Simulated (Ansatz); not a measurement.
**HS (SMILES [SH]): UB2PLYP/def2-TZVPPD**

Aim: the electronic atomisation energy of HS at UB2PLYP/def2-TZVPPD, from 3 runs. 

The results are computed with Ansatz 0.2.0.

27 further runs of the same task are left out: 1 that didn't finish, 26 set aside as unsound or not needed.

### 1 The system as given

The species is HS (2 atoms), meant as a doublet with charge 0. As SMILES, `[SH]`. The shape is that of a PBE0-D4/def2-TZVP optimisation.

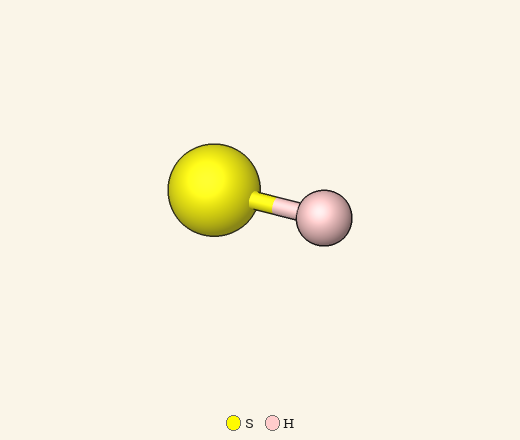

Viewed from a chosen angle; sulfur yellow, hydrogen pink.

### 2 A single-point energy at UB2PLYP/def2-TZVPPD

Input file job.yaml:

```yaml
crystal:
  periodic: [false, false, false]
  atoms:
    - {symbol: S, position_ang: [0.574560, -0.187810, 0.295460]}
    - {symbol: H, position_ang: [-0.574560, 0.187810, -0.295460]}
basis:
  gaussian: {orbitals: def2-TZVPPD.json}
magnetization: {spin_polarized: true, initial_magnetization: 1}
hamiltonian: {xc: {name: B2PLYP}}
correlation: {frozen_orbitals: {H: 0, S: 5}}
accuracy: high
output: {orbitals: {seedname: orbitals}}
```

The basis set def2-TZVPPD is read from a file made from the Basis Set Exchange's data (not shown).

Command:

```
$ ansatz run job.yaml --threads 1 --pin off --max-ram 3480MiB --events-out events.jsonl --progress --plain --runs-dir runs
```

The program printed:

```text
Warning: RAYON_NUM_THREADS=1 ignored (pool sized by the plan → 1); use --threads N
Functional definition: B2PLYP
  name "B2PLYP"
  parameter a = 0.53
  parameter c = 0.27
  exchange = (1 - a)*b88_x + a*exact_x
  correlation = (1 - c)*lyp_c + c*(mp2_os + mp2_ss)
851 factors; integrals over basis functions are off by at most 3.3e-9 eV
mean field evaluation 1: about -10845.6339 eV, gradient 5.4e0 eV
mean field evaluation 2: about -10845.6469 eV, gradient 5.3e0 eV
mean field evaluation 4: about -10845.8359 eV, gradient 7.8e-1 eV
mean field evaluation 8: about -10845.8404 eV, gradient 2.0e-2 eV
mean field evaluation 16: about -10845.8404 eV, gradient 2.3e-5 eV
mean field -10845.84040597 eV, -398.5772833448 hartree, gradient 3.6e-8 eV, S^2 0.757097; 0 other end points of the search recorded, 0 dependent functions left out
5 core orbitals not correlated: weight in the atoms' cores, before any rotation towards them, 1.000 or more for the frozen orbitals, at most 0.000 for the correlated occupied ones
reference -10845.84042519 eV, -398.5772840509 hartree; 4, 3 occupied and 59, 60 virtual orbitals, 851 factors
second order -5.12003705 eV of doubles, -0.00000000 eV of singles
Total energy: -10847.22283519 eV, -398.6280866815 hartree
```

Run time: 3.3 s. Hardware: 1 thread of Arm Neoverse V1, shared host; peak memory 0.15 GiB.

### 3 The H atom at the same level

Input file molecule.yaml:

```yaml
basis:
  gaussian: {orbitals: def2-TZVPPD.json}
crystal:
  periodic: [false, false, false]
  atoms:
    - {symbol: H, position_ang: [0.000000, 0.000000, 0.000000]}
magnetization: {spin_polarized: true, initial_magnetization: 1}
hamiltonian: {xc: {name: B2PLYP}}
accuracy: high
correlation: {frozen_orbitals: {H: 0}}
```

The basis set def2-TZVPPD is read from a file made from the Basis Set Exchange's data (not shown).

Run the same way, it converges to -0.49861 Eh (log not shown).

### 4 The S atom, same level

Input file input.yaml:

```yaml
crystal:
  periodic: [false, false, false]
  atoms:
    - symbol: S
      position_ang: [0.000000, 0.000000, 0.000000]
basis:
  gaussian: {orbitals: def2-TZVPPD.json}
accuracy: high
magnetization: {spin_polarized: true, initial_magnetization: 2}
hamiltonian: {xc: {name: B2PLYP}}
correlation: {frozen_orbitals: {S: 5}}
```

The basis set def2-TZVPPD is read from a file made from the Basis Set Exchange's data (not shown).

Run the same way, it converges to -397.99119 Eh (log not shown).

### 5 Results

At UB2PLYP/def2-TZVPPD, 5 core orbitals frozen:

| quantity | value |
| --- | --- |
| molecule: total energy | -398.62809 Eh |
| molecule: HOMO energy (SCF part's orbitals) (highest over α and β) | -8.55 eV |
| molecule: LUMO energy (SCF part's orbitals) (lowest over α and β) | -2.91 eV |
| molecule: ⟨S²⟩ | 0.757 |
| H atom: total energy | -0.49861 Eh |
| H atom: ⟨S²⟩ | 0.750 |
| S atom: total energy | -397.99119 Eh |
| S atom: ⟨S²⟩ | 2.007 |
| electronic atomisation energy | 3.763 eV |

Taking the molecule apart into free atoms costs 3.76 eV (363 kJ/mol), before zero-point energy and without spin-orbit coupling.
